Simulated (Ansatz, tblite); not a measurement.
# Ga10As10 zinc blende bond sphere (Ga₁₀As₁₀H₃₀): a ladder of methods and basis sets

How do method and basis change the picture of Ga10As10 zinc blende bond sphere (Ga₁₀As₁₀H₃₀) (singlet)?

Program: Ansatz 0.2.0, Gaussian basis. Level of theory: as each input shows. These are calculated values, not measurements.

Plan: GFN1-xTB, GFN2-xTB, PBE-D4/def2-TZVP, r2SCAN-D4/def2-TZVP, B97M-V/def2-TZVP, PBE-D4/def2-SVP, PBE0-D4/def2-SVP, HF/STO-3G, MP2/def2-SVP, RPA/def2-SVP.

1 further run of the same task is left out (set aside as unsound or not needed). Runs told in other sessions of the task aren't counted.

### 1 The geometry

The singlet was relaxed beforehand with PBE-D4/def2-SVP.

50 atoms, charge 0, spin multiplicity 1.

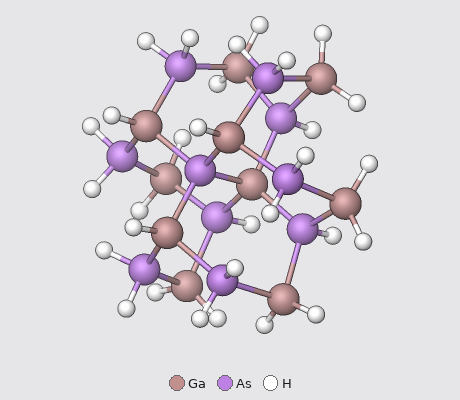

The structure; gallium pink, arsenic purple, hydrogen white.

PBE0-D4/def2-TZVP was run before; its log isn't repeated, and its numbers join the tables.

### 2 GFN1-xTB

Tight binding, by tblite at 300 K electronic temperature and without a spin-polarisation term:

```python
tblite.interface.Calculator('GFN1-xTB', numbers, positions, charge=0, uhf=0).singlepoint()
```

Energy -1454.6107 eV, HOMO -10.66 eV, LUMO -7.03 eV; 0.4 s.

### 3 GFN2-xTB

Tight binding, by tblite at 300 K electronic temperature and without a spin-polarisation term:

```python
tblite.interface.Calculator('GFN2-xTB', numbers, positions, charge=0, uhf=0).singlepoint()
```

Energy -1384.4821 eV, HOMO -10.68 eV, LUMO -7.21 eV; 0.36 s.

### 4 PBE-D4/def2-TZVP

start.molden holds the orbitals of an earlier run on this state, given as this run's starting guess.

in.yaml reads:

```yaml
crystal:
  periodic: [false, false, false]
  atoms:
    - {symbol: Ga, position_ang: [-2.205284, -2.207102, -0.593959]}
    - {symbol: Ga, position_ang: [-2.288323, 0.976523, -3.790855]}
    - {symbol: Ga, position_ang: [-2.205972, 0.590197, 2.201017]}
    - {symbol: Ga, position_ang: [-2.291844, 3.783303, -0.982658]}
    - {symbol: Ga, position_ang: [0.976860, -2.297333, -3.784891]}
    - {symbol: Ga, position_ang: [0.589584, -2.206731, 2.203381]}
    - {symbol: Ga, position_ang: [3.785163, -2.293088, -0.975884]}
    - {symbol: Ga, position_ang: [0.690296, 0.688090, -0.692513]}
    - {symbol: Ga, position_ang: [0.976480, 3.784845, 2.286874]}
    - {symbol: Ga, position_ang: [3.783876, 0.977374, 2.292757]}
    - {symbol: As, position_ang: [-3.372119, -0.735450, -2.237725]}
    - {symbol: As, position_ang: [-0.730842, -3.382817, -2.228725]}
    - {symbol: As, position_ang: [-0.736892, -0.738203, 0.733589]}
    - {symbol: As, position_ang: [-0.833249, 2.066730, -2.072019]}
    - {symbol: As, position_ang: [-3.377117, 2.226841, 0.725189]}
    - {symbol: As, position_ang: [-0.732917, 2.229749, 3.371736]}
    - {symbol: As, position_ang: [2.067817, -0.838827, -2.069422]}
    - {symbol: As, position_ang: [2.228461, -3.379336, 0.731059]}
    - {symbol: As, position_ang: [2.228614, -0.733585, 3.374785]}
    - {symbol: As, position_ang: [2.068479, 2.066341, 0.832606]}
    - {symbol: H, position_ang: [-3.160079, -3.156392, 0.227203]}
    - {symbol: H, position_ang: [-1.498033, 0.089411, -4.819951]}
    - {symbol: H, position_ang: [-3.443439, 1.994718, -4.138434]}
    - {symbol: H, position_ang: [-3.158496, -0.230044, 3.153369]}
    - {symbol: H, position_ang: [-3.444523, 4.132408, -2.003202]}
    - {symbol: H, position_ang: [-1.504590, 4.811767, -0.092197]}
    - {symbol: H, position_ang: [0.083984, -1.509642, -4.811129]}
    - {symbol: H, position_ang: [1.997722, -3.449111, -4.136145]}
    - {symbol: H, position_ang: [-0.232451, -3.157787, 3.155663]}
    - {symbol: H, position_ang: [4.139316, -3.445659, -1.994722]}
    - {symbol: H, position_ang: [4.809191, -1.502204, -0.083293]}
    - {symbol: H, position_ang: [0.086888, 4.812016, 1.496829]}
    - {symbol: H, position_ang: [1.995309, 4.135981, 3.440451]}
    - {symbol: H, position_ang: [4.814460, 0.088897, 1.505933]}
    - {symbol: H, position_ang: [4.129192, 1.997177, 3.447212]}
    - {symbol: H, position_ang: [-4.192460, -1.713317, -3.077126]}
    - {symbol: H, position_ang: [-4.554876, -0.136206, -1.482434]}
    - {symbol: H, position_ang: [-1.706654, -4.207425, -3.066258]}
    - {symbol: H, position_ang: [-0.131280, -4.561679, -1.467808]}
    - {symbol: H, position_ang: [0.140762, 2.900530, -2.904588]}
    - {symbol: H, position_ang: [-4.553521, 1.465540, 0.121116]}
    - {symbol: H, position_ang: [-4.206171, 3.062768, 1.698602]}
    - {symbol: H, position_ang: [-1.708699, 3.067442, 4.196215]}
    - {symbol: H, position_ang: [-0.131990, 1.471285, 4.551597]}
    - {symbol: H, position_ang: [2.901793, 0.132564, -2.904886]}
    - {symbol: H, position_ang: [1.469320, -4.558596, 0.129870]}
    - {symbol: H, position_ang: [3.065219, -4.203677, 1.707762]}
    - {symbol: H, position_ang: [3.065854, -1.710090, 4.198822]}
    - {symbol: H, position_ang: [1.469665, -0.133494, 4.554701]}
    - {symbol: H, position_ang: [2.903117, 2.899300, -0.140413]}
basis:
  gaussian: {orbitals: def2-TZVP, fitting: {mean_field: def2-universal-jkfit}, initial_orbitals: start.molden}
hamiltonian: {xc: pbe, dispersion: d4}
scf: {omitted_lower_state_checks: [starts]}
output: {orbitals: {seedname: orbitals}}
```

Command:

```
ansatz run in.yaml --threads 11 --pin off --events-out ev --progress --plain --max-ram 110592MiB --backend cuda --devices 0, --max-vram 75GiB
```

What it wrote:

```text
Functional definition: PBE
  name "PBE"
  cite "Perdew, Burke & Ernzerhof, Phys. Rev. Lett. 77, 3865 (1996) doi:10.1103/PhysRevLett.77.3865"
  parent pbe
  parameter kappa = 0.804
  parameter beta = 0.06672455060314922
  exchange = pbe_x(kappa = kappa, mu = beta*pi^2/3)
  correlation = pbe_c(beta = beta)
these checks for a lower state are left out or cut short: starts
5860 factors; integrals over basis functions are off by at most 6.2e-1 eV
mean field evaluation 1: about -1132520.8161 eV, gradient 3.5e1 eV
mean field evaluation 2: about -1132521.8952 eV, gradient 1.3e0 eV
mean field evaluation 4: about -1132521.8888 eV, gradient 1.1e-1 eV
mean field evaluation 8: about -1132521.8888 eV, gradient 1.2e-5 eV
mean field -1132521.88884360 eV, -41619.4117640947 hartree, gradient 1.2e-5 eV, S^2 0.000000; 0 other end points of the search recorded, 0 dependent functions left out
reference -1132521.88895827 eV, -41619.4117683088 hartree; 335, 335 occupied and 805, 805 virtual orbitals, 5860 factors
Total energy: -1132525.99456340 eV, -41619.5626465146 hartree
Checks for a lower state left out: starts
```

Run time: 6 s. Hardware: 1 × H100 with 11 threads of AMD EPYC 7R13, shared host.

From the report: HOMO -6.04 eV, LUMO -2.42 eV.

### 5 r2SCAN-D4/def2-TZVP

in.yaml, as its differences from that of step 4:

```diff
@@ -55,4 +55,4 @@
   gaussian: {orbitals: def2-TZVP, fitting: {mean_field: def2-universal-jkfit}, initial_orbitals: start.molden}
-hamiltonian: {xc: pbe, dispersion: d4}
+hamiltonian: {xc: r2scan, dispersion: d4}
 scf: {omitted_lower_state_checks: [starts]}
-output: {orbitals: {seedname: orbitals}}
+output: {forces: true, orbitals: {seedname: orbitals}}
```

Same command.

What it wrote:

```text
Functional definition: r2SCAN
  name "r2SCAN"
  cite "Furness, Kaplan, Ning, Perdew & Sun, J. Phys. Chem. Lett. 11, 8208 (2020) doi:10.1021/acs.jpclett.0c02405"
  cite "Furness, Kaplan, Ning, Perdew & Sun, J. Phys. Chem. Lett. 11, 9248 (2020) doi:10.1021/acs.jpclett.0c03077"
  parent r2scan
  parameter k0 = 0.174
  parameter k1 = 0.065
  parameter a1 = 4.9479
  exchange = r2scan_x(k0 = k0, k1 = k1, a1 = a1)
  correlation = r2scan_c
these checks for a lower state are left out or cut short: starts
5860 factors; integrals over basis functions are off by at most 6.2e-1 eV
mean field evaluation 1: about -1132689.9198 eV, gradient 2.5e1 eV
mean field evaluation 2: about -1132690.3449 eV, gradient 5.8e-1 eV
mean field evaluation 4: about -1132690.3145 eV, gradient 2.0e-3 eV
mean field -1132690.31448987 eV, -41625.6012924322 hartree, gradient 1.0e-5 eV, S^2 0.000000; 0 other end points of the search recorded, 0 dependent functions left out
the calculation of the forces begins
reference -1132690.31452335 eV, -41625.6012936625 hartree; 335, 335 occupied and 805, 805 virtual orbitals, 5860 factors
Total energy: -1132691.47563807 eV, -41625.6439638415 hartree
Atom 0 at    -2.205284    -2.207102    -0.593959 Å, force    -0.026640    -0.027416     0.013294 eV/Å
Atom 1 at    -2.288323     0.976523    -3.790855 Å, force    -0.028853     0.026538    -0.036593 eV/Å
Atom 2 at    -2.205972     0.590197     2.201017 Å, force    -0.028800    -0.014463     0.027938 eV/Å
Atom 3 at    -2.291844     3.783303    -0.982658 Å, force    -0.029926     0.037067    -0.027953 eV/Å
Atom 4 at     0.976860    -2.297333    -3.784891 Å, force     0.027834    -0.030196    -0.036658 eV/Å
Atom 5 at     0.589584    -2.206731     2.203381 Å, force    -0.013831    -0.027548     0.027262 eV/Å
Atom 6 at     3.785163    -2.293088    -0.975884 Å, force     0.037027    -0.028628    -0.027520 eV/Å
Atom 7 at     0.690296     0.688090    -0.692513 Å, force     0.001978     0.000417    -0.003016 eV/Å
Atom 8 at     0.976480     3.784845     2.286874 Å, force     0.028307     0.037794     0.029684 eV/Å
Atom 9 at     3.783876     0.977374     2.292757 Å, force     0.037617     0.027256     0.029646 eV/Å
Atom 10 at    -3.372119    -0.735450    -2.237725 Å, force    -0.344870    -0.110901    -0.011585 eV/Å
Atom 11 at    -0.730842    -3.382817    -2.228725 Å, force    -0.111146    -0.343144    -0.011124 eV/Å
Atom 12 at    -0.736892    -0.738203     0.733589 Å, force    -0.064941    -0.063770     0.065270 eV/Å
Atom 13 at    -0.833249     2.066730    -2.072019 Å, force     0.143343     0.157099    -0.155188 eV/Å
Atom 14 at    -3.377117     2.226841     0.725189 Å, force    -0.345175     0.011504     0.106715 eV/Å
Atom 15 at    -0.732917     2.229749     3.371736 Å, force    -0.107832     0.012195     0.345205 eV/Å
Atom 16 at     2.067817    -0.838827    -2.069422 Å, force     0.156454     0.143486    -0.156402 eV/Å
Atom 17 at     2.228461    -3.379336     0.731059 Å, force     0.010568    -0.343442     0.109605 eV/Å
Atom 18 at     2.228614    -0.733585     3.374785 Å, force     0.010250    -0.109021     0.344517 eV/Å
Atom 19 at     2.068479     2.066341     0.832606 Å, force     0.155589     0.157318    -0.143677 eV/Å
Atom 20 at    -3.160079    -3.156392     0.227203 Å, force     0.134949     0.134345    -0.122152 eV/Å
Atom 21 at    -1.498033     0.089411    -4.819951 Å, force    -0.152190     0.161451     0.151655 eV/Å
Atom 22 at    -3.443439     1.994718    -4.138434 Å, force     0.170207    -0.161364     0.036568 eV/Å
Atom 23 at    -3.158496    -0.230044     3.153369 Å, force     0.134946     0.121649    -0.134491 eV/Å
Atom 24 at    -3.444523     4.132408    -2.003202 Å, force     0.170163    -0.038376     0.162437 eV/Å
Atom 25 at    -1.504590     4.811767    -0.092197 Å, force    -0.150430    -0.151926    -0.159953 eV/Å
Atom 26 at     0.083984    -1.509642    -4.811129 Å, force     0.162038    -0.151938     0.151449 eV/Å
Atom 27 at     1.997722    -3.449111    -4.136145 Å, force    -0.163297     0.170460     0.038208 eV/Å
Atom 28 at    -0.232451    -3.157787     3.155663 Å, force     0.122267     0.134338    -0.134721 eV/Å
Atom 29 at     4.139316    -3.445659    -1.994722 Å, force    -0.038805     0.169890     0.162335 eV/Å
Atom 30 at     4.809191    -1.502204    -0.083293 Å, force    -0.151502    -0.152147    -0.161348 eV/Å
Atom 31 at     0.086888     4.812016     1.496829 Å, force     0.160406    -0.152299     0.151047 eV/Å
Atom 32 at     1.995309     4.135981     3.440451 Å, force    -0.162253    -0.038610    -0.170044 eV/Å
Atom 33 at     4.814460     0.088897     1.505933 Å, force    -0.151851     0.161032     0.151256 eV/Å
Atom 34 at     4.129192     1.997177     3.447212 Å, force    -0.036735    -0.162071    -0.170515 eV/Å
Atom 35 at    -4.192460    -1.713317    -3.077126 Å, force     0.167060     0.199271     0.171237 eV/Å
Atom 36 at    -4.554876    -0.136206    -1.482434 Å, force     0.243662    -0.138919    -0.180625 eV/Å
Atom 37 at    -1.706654    -4.207425    -3.066258 Å, force     0.198551     0.168032     0.170919 eV/Å
Atom 38 at    -0.131280    -4.561679    -1.467808 Å, force    -0.138860     0.242239    -0.181530 eV/Å
Atom 39 at     0.140762     2.900530    -2.904588 Å, force    -0.190160    -0.163390     0.163681 eV/Å
Atom 40 at    -4.553521     1.465540     0.121116 Å, force     0.242736     0.180383     0.140208 eV/Å
Atom 41 at    -4.206171     3.062768     1.698602 Å, force     0.169590    -0.170020    -0.197474 eV/Å
Atom 42 at    -1.708699     3.067442     4.196215 Å, force     0.197845    -0.170548    -0.168518 eV/Å
Atom 43 at    -0.131990     1.471285     4.551597 Å, force    -0.139111     0.179821    -0.243845 eV/Å
Atom 44 at     2.901793     0.132564    -2.904886 Å, force    -0.163608    -0.189386     0.164173 eV/Å
Atom 45 at     1.469320    -4.558596     0.129870 Å, force     0.182051     0.242738     0.139926 eV/Å
Atom 46 at     3.065219    -4.203677     1.707762 Å, force    -0.170583     0.167799    -0.198817 eV/Å
Atom 47 at     3.065854    -1.710090     4.198822 Å, force    -0.169693     0.198351    -0.167881 eV/Å
Atom 48 at     1.469665    -0.133494     4.554701 Å, force     0.179645    -0.138907    -0.242948 eV/Å
Atom 49 at     2.903117     2.899300    -0.140413 Å, force    -0.163991    -0.164044     0.190345 eV/Å
Dipole moment:    -0.563009    -0.566047     0.562920 e Å
Checks for a lower state left out: starts
```

Run time: 8 s. Hardware: 1 × H100 with 11 threads of AMD EPYC 7R13, shared host.

Report: HOMO -6.29 eV, LUMO -2.31 eV.

### 6 B97M-V/def2-TZVP

in.yaml, as its differences from that of step 5:

```diff
@@ -55,4 +55,4 @@
   gaussian: {orbitals: def2-TZVP, fitting: {mean_field: def2-universal-jkfit}, initial_orbitals: start.molden}
-hamiltonian: {xc: r2scan, dispersion: d4}
+hamiltonian: {xc: {name: B97M-V}}
 scf: {omitted_lower_state_checks: [starts]}
-output: {forces: true, orbitals: {seedname: orbitals}}
+output: {orbitals: {seedname: orbitals}}
```

The command is unchanged.

What it wrote:

```text
Functional definition: B97M-V
  name "B97M-V"
  cite "Mardirossian & Head-Gordon, J. Chem. Phys. 142, 074111 (2015) doi:10.1063/1.4907719"
  cite "Becke, J. Chem. Phys. 107, 8554 (1997) doi:10.1063/1.475007"
  cite "Vydrov & Van Voorhis, J. Chem. Phys. 133, 244103 (2010) doi:10.1063/1.3521275"
  # Of w^i u^j: cxij and so on, Table III.
  parameter cx00 = 1.000
  parameter cx01 = 1.308
  parameter cx02 = 1.901
  parameter cx10 = 0.416
  parameter cx11 = 3.070
  parameter css00 = 1.000
  parameter css02 = -1.855
  parameter css10 = -5.668
  parameter css32 = -20.497
  parameter css42 = -20.364
  parameter cos00 = 1.000
  parameter cos01 = 1.573
  parameter cos03 = -6.298
  parameter cos10 = 2.535
  parameter cos32 = -6.427
  parameter b = 6.0
  parameter c = 0.01
  gx(w, u) = cx00 + cx01*u + cx02*u^2 + (cx10 + cx11*u)*w
  gss(w, u) = css00 + css02*u^2 + css10*w + (css32*w^3 + css42*w^4)*u^2
  gos(w, u) = cos00 + cos01*u + cos03*u^3 + cos10*w + cos32*w^3*u^2
  exchange = spin_sum(e_x_unif_s*gx(b97_w, b97_u_x))
  correlation = spin_sum(e_c_pw_mod_same_spin*gss(b97_w, b97_u_same))
      + integral(e_c_pw_mod_opposite_spin*gos(b97_w_opposite, b97_u_opposite)) + vv10(b, c)
these checks for a lower state are left out or cut short: starts
5860 factors; integrals over basis functions are off by at most 6.2e-1 eV
mean field evaluation 1: about -1132482.0590 eV, gradient 3.7e1 eV
mean field evaluation 2: about -1132483.0853 eV, gradient 1.0e0 eV
mean field evaluation 4: about -1132483.1357 eV, gradient 2.4e-1 eV
mean field evaluation 8: about -1132483.1359 eV, gradient 2.0e-5 eV
mean field -1132483.13589120 eV, -41617.9876193617 hartree, gradient 2.0e-5 eV, S^2 0.000000; 0 other end points of the search recorded, 0 dependent functions left out
reference -1132483.13605437 eV, -41617.9876253582 hartree; 335, 335 occupied and 805, 805 virtual orbitals, 5860 factors
Total energy: -1132483.13605437 eV, -41617.9876253582 hartree
Checks for a lower state left out: starts
```

It took 9.5 s on 1 × H100 with 11 threads of AMD EPYC 7R13, shared host; peak host memory 1.9 GiB.

Report: HOMO -6.41 eV, LUMO -2.47 eV.

### 7 PBE-D4/def2-SVP

in.yaml, as its differences from that of step 6:

```diff
@@ -54,4 +54,4 @@
 basis:
-  gaussian: {orbitals: def2-TZVP, fitting: {mean_field: def2-universal-jkfit}, initial_orbitals: start.molden}
-hamiltonian: {xc: {name: B97M-V}}
+  gaussian: {orbitals: def2-SVP, fitting: {mean_field: def2-universal-jkfit}, initial_orbitals: start.molden}
+hamiltonian: {xc: pbe, dispersion: d4}
 scf: {omitted_lower_state_checks: [starts]}
```

Launched as before.

What it wrote:

```text
Functional definition: PBE
  name "PBE"
  cite "Perdew, Burke & Ernzerhof, Phys. Rev. Lett. 77, 3865 (1996) doi:10.1103/PhysRevLett.77.3865"
  parent pbe
  parameter kappa = 0.804
  parameter beta = 0.06672455060314922
  exchange = pbe_x(kappa = kappa, mu = beta*pi^2/3)
  correlation = pbe_c(beta = beta)
these checks for a lower state are left out or cut short: starts
5860 factors; integrals over basis functions are off by at most 3.5e-1 eV
mean field evaluation 1: about -1132378.0624 eV, gradient 2.7e1 eV
mean field evaluation 2: about -1132379.1438 eV, gradient 1.1e0 eV
mean field evaluation 4: about -1132379.1357 eV, gradient 7.3e-2 eV
mean field evaluation 8: about -1132379.1357 eV, gradient 1.2e-5 eV
mean field -1132379.13571371 eV, -41614.1656833329 hartree, gradient 1.2e-5 eV, S^2 0.000000; 0 other end points of the search recorded, 0 dependent functions left out
reference -1132379.13581501 eV, -41614.1656870557 hartree; 335, 335 occupied and 455, 455 virtual orbitals, 5860 factors
Total energy: -1132383.24142015 eV, -41614.3165652615 hartree
Checks for a lower state left out: starts
```

Run time: 3.7 s. Hardware: 1 × H100 with 11 threads of AMD EPYC 7R13, shared host.

Report: HOMO -5.98 eV, LUMO -2.32 eV.

### 8 PBE0-D4/def2-SVP

in.yaml, as its differences from that of step 7:

```diff
@@ -55,3 +55,3 @@
   gaussian: {orbitals: def2-SVP, fitting: {mean_field: def2-universal-jkfit}, initial_orbitals: start.molden}
-hamiltonian: {xc: pbe, dispersion: d4}
+hamiltonian: {xc: pbe0, dispersion: d4}
 scf: {omitted_lower_state_checks: [starts]}
```

Same command.

What it wrote:

```text
Functional definition: PBE0
  name "PBE0"
  cite "Adamo & Barone, J. Chem. Phys. 110, 6158 (1999) doi:10.1063/1.478522"
  cite "Perdew, Burke & Ernzerhof, Phys. Rev. Lett. 77, 3865 (1996) doi:10.1103/PhysRevLett.77.3865"
  parent pbe
  parameter a = 0.25
  parameter kappa = 0.804
  parameter beta = 0.06672455060314922
  exchange = (1 - a)*pbe_x(kappa = kappa, mu = beta*pi^2/3) + a*exact_x
  correlation = pbe_c(beta = beta)
these checks for a lower state are left out or cut short: starts
5860 factors; integrals over basis functions are off by at most 3.5e-1 eV
mean field evaluation 1: about -1132409.4469 eV, gradient 1.1e1 eV
mean field evaluation 2: about -1132409.5734 eV, gradient 1.3e-1 eV
mean field evaluation 4: about -1132409.5611 eV, gradient 9.8e-5 eV
mean field -1132409.56108890 eV, -41615.2837952481 hartree, gradient 1.6e-5 eV, S^2 0.000000; 0 other end points of the search recorded, 0 dependent functions left out
reference -1132409.56116453 eV, -41615.2837980274 hartree; 335, 335 occupied and 455, 455 virtual orbitals, 5860 factors
Total energy: -1132413.33589723 eV, -41615.4225168957 hartree
Checks for a lower state left out: starts
```

Run time: 6.5 s. Hardware: 1 × H100 with 11 threads of AMD EPYC 7R13, shared host.

From the report: HOMO -6.99 eV, LUMO -1.65 eV.

### 9 HF/STO-3G

in.yaml, as its differences from that of step 8:

```diff
@@ -54,4 +54,4 @@
 basis:
-  gaussian: {orbitals: def2-SVP, fitting: {mean_field: def2-universal-jkfit}, initial_orbitals: start.molden}
-hamiltonian: {xc: pbe0, dispersion: d4}
+  gaussian: {orbitals: STO-3G}
+hamiltonian: {xc: hf}
 scf: {omitted_lower_state_checks: [starts]}
```

The command is unchanged.

What it wrote:

```text
Functional definition: HF
  name "HF"
  cite "Fock, Z. Phys. 61, 126 (1930) doi:10.1007/BF01340294"
  parent pbe
  exchange = exact_x
  correlation = 0
these checks for a lower state are left out or cut short: starts
4105 factors; integrals over basis functions are off by at most 6.6e-5 eV
mean field evaluation 1: about -1118926.6069 eV, gradient 3.0e1 eV
mean field evaluation 2: about -1118926.7656 eV, gradient 3.0e1 eV
mean field evaluation 4: about -1118934.5110 eV, gradient 3.4e0 eV
mean field evaluation 8: about -1118934.6504 eV, gradient 7.7e-1 eV
mean field -1118934.66362549 eV, -41120.0904470813 hartree, gradient 2.2e-5 eV, S^2 0.000000; 0 other end points of the search recorded, 0 dependent functions left out
reference -1118934.66362549 eV, -41120.0904470813 hartree; 335, 335 occupied and 55, 55 virtual orbitals, 4105 factors
Total energy: -1118934.66362549 eV, -41120.0904470813 hartree
Checks for a lower state left out: starts
```

Wall time 3.4 s (1 × H100 with 11 threads of AMD EPYC 7R13, shared host).

From the report: HOMO -6.01 eV, LUMO 6.40 eV.

### 10 MP2/def2-SVP

in.yaml, as its differences from that of step 9:

```diff
@@ -54,4 +54,4 @@
 basis:
-  gaussian: {orbitals: STO-3G}
-hamiltonian: {xc: hf}
+  gaussian: {orbitals: def2-SVP, initial_orbitals: start.molden}
+correlation: {method: mp2}
 scf: {omitted_lower_state_checks: [starts]}
```

Launched as before.

What it wrote:

```text
Functional definition: HF
  name "HF"
  cite "Fock, Z. Phys. 61, 126 (1930) doi:10.1007/BF01340294"
  parent pbe
  exchange = exact_x
  correlation = 0
these checks for a lower state are left out or cut short: starts
7925 factors; integrals over basis functions are off by at most 1.1e-3 eV
mean field evaluation 1: about -1131634.6507 eV, gradient 5.5e1 eV
mean field evaluation 2: about -1131640.6452 eV, gradient 5.1e0 eV
mean field evaluation 4: about -1131640.9228 eV, gradient 4.1e-1 eV
mean field evaluation 8: about -1131640.9232 eV, gradient 2.9e-6 eV
mean field -1131640.92317272 eV, -41587.0368728300 hartree, gradient 2.9e-6 eV, S^2 0.000000; 0 other end points of the search recorded, 0 dependent functions left out
180 core orbitals not correlated: weight in the atoms' cores, before any rotation towards them, 1.000 or more for the frozen orbitals, at most 0.000 for the correlated occupied ones
reference -1131640.92317272 eV, -41587.0368728300 hartree; 155, 155 occupied and 455, 455 virtual orbitals, 7925 factors
second order -127.55594564 eV of doubles, -0.00000000 eV of singles
Total energy: -1131768.47911836 eV, -41591.7244673717 hartree
Checks for a lower state left out: starts
```

Run time: 13 s. Hardware: 1 × H100 with 11 threads of AMD EPYC 7R13, shared host; peak host memory 2.1 GiB.

From the report: Hartree-Fock HOMO -9.19 eV, LUMO 1.31 eV.

(Part 1 of 2 ends here.)
